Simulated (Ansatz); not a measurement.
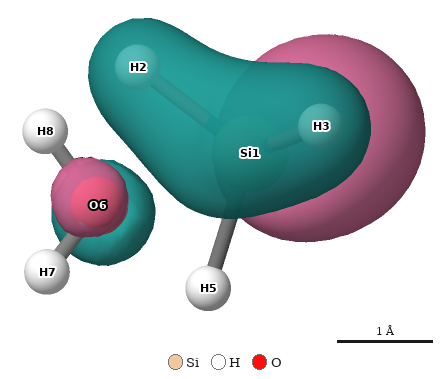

*SiH₄···H₂O. The HOMO−1 at ±0.15 Å⁻³ᐟ² (teal and pink are the two phases), seen at an oblique angle.*

Computed with RKS PBE0/def2-SVP (Ansatz).

Input file:

```
crystal:
  periodic: [false, false, false]
  atoms:
    - { symbol: Si, position_ang: [0.278544, 0.047892, -0.109946] }
    - { symbol: H, position_ang: [0.131637, -0.065356, 1.352725] }
    - { symbol: H, position_ang: [1.742878, -0.010102, -0.414957] }
    - { symbol: H, position_ang: [-0.26121, 1.343363, -0.601944] }
    - { symbol: H, position_ang: [-0.373558, -1.116804, -0.775038] }
    - { symbol: O, position_ang: [-2.412638, 0.052096, 0.925069] }
    - { symbol: H, position_ang: [-2.652158, -0.869121, 0.773398] }
    - { symbol: H, position_ang: [-1.715694, -0.011667, 1.614492] }
basis:
  gaussian: { orbitals: def2-SVP }
hamiltonian:
  xc: pbe0
relax:
  f_tol: 0.03
  max_steps: 50
output:
  orbitals: {}
```

Command:

```sh
ansatz run input.yaml --threads 1 --pin off --max-ram 2048MiB --backend cpu --events-out ev --progress --plain --runs-dir out
```

The fields are those of the run's last geometry, not of the input's.

Q: Describe this orbital and give its energy.

A: Its weight (Hirshfeld) is mainly on Si1 (about 40 %), H4 (about 35 %), H3 (about 10 %), O6 (about 10 %) and H2 (about 5 %). Its energy is −9.50 eV.
